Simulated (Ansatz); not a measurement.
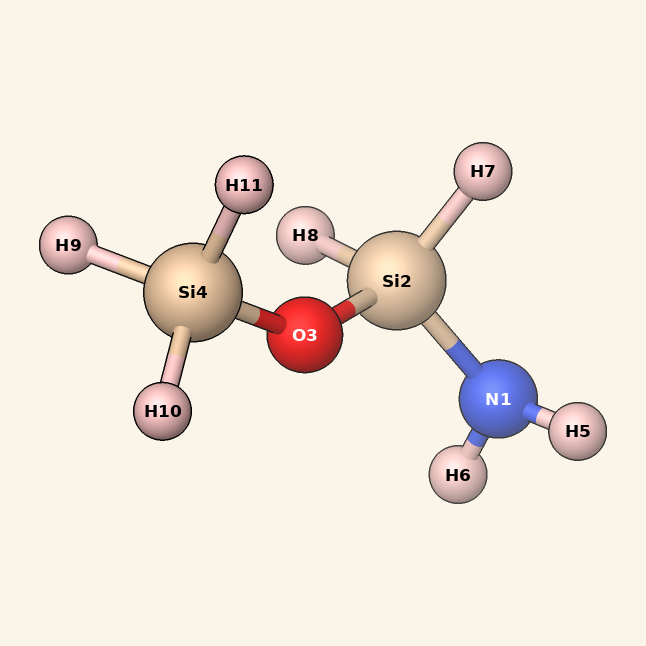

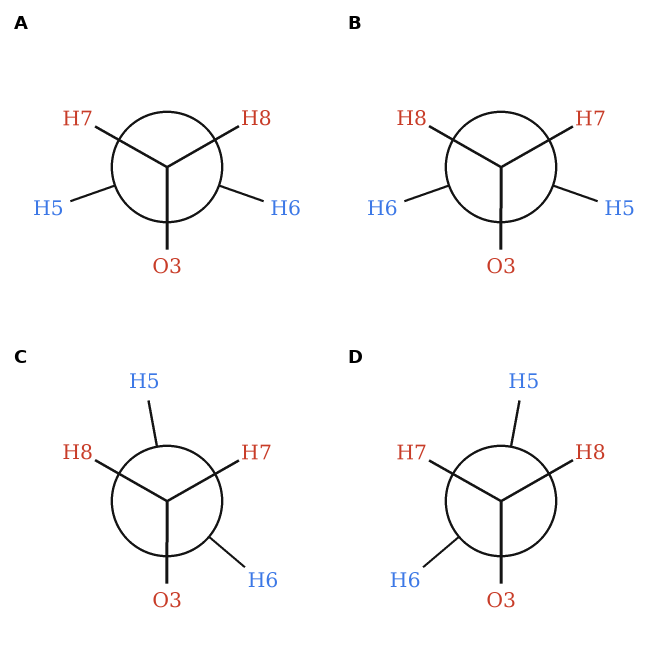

Depth is shown by fading: the farther an atom, the more it takes the colour of the background. Bonds that would overlap in a projection are set slightly apart. Computed geometry: PBE-D4/def2-SVP optimisation. No frequency run is at hand to confirm it as a minimum.

Q: Which Newman projection shows the view along Si2–N1, with Si2 in front?

A: B. The torsion angle O3–Si2–N1–H5 is −70°, synclinal (gauche).
